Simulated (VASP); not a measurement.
Band structure of Zr (hcp). Level of theory: optB86b-vdW, VASP's PBE PAW potentials (set 64) (plane waves; VASP).

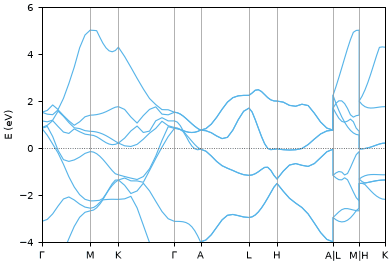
Figure: Bands along high-symmetry lines, zero at the valence-band maximum or, without a gap, the Fermi level

Question: Read the plot: is there a gap, and where are the band edges?

Answer: It has no gap at this level: it comes out as a metal or semimetal. (Edges off the drawn lines would not show.)

The compound is Zr in the hcp structure. It was relaxed first.
